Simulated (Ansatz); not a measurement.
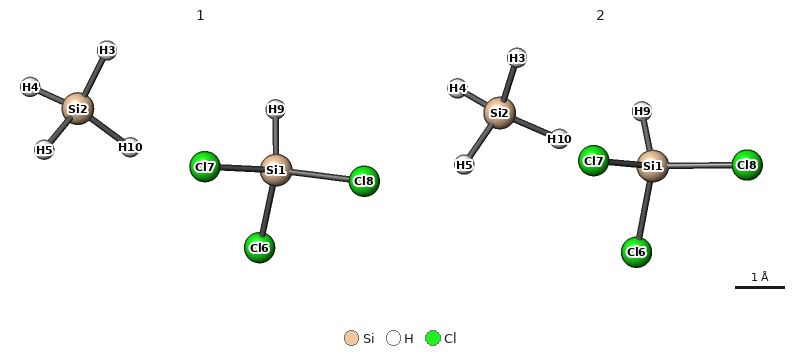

Two geometries of Si2H5Cl3, drawn at one scale. One is the start of a relaxation, the other its converged end. Style: ball-and-stick. Shown from a free direction.

Theory: Ansatz 0.2.0, RKS PBE0/def2-SVP. Settings: no spin polarisation; force threshold 0.03 eV/Å; at most 50 steps.

### Which geometry has the lower energy?

Structure 1 is the relaxed one. The run prepares an end point of a later path (reaction) calculation, from a guessed geometry. The largest move after the best rigid fit is that of H9, 0.73 Å. By element the largest moves are H 0.73 Å, Cl 0.61 Å, Si 0.50 Å. Near-neighbour distances that change, for instance: Si2–H10 1.470 → 1.494 Å, Si1–H9 1.462 → 1.475 Å. Over 13 geometry steps the energy falls by 0.310 eV. Largest force component: 0.91 eV/Å at the start, 0.015 eV/Å at the end. The forces were under the threshold at step 5, but the run went on from there.
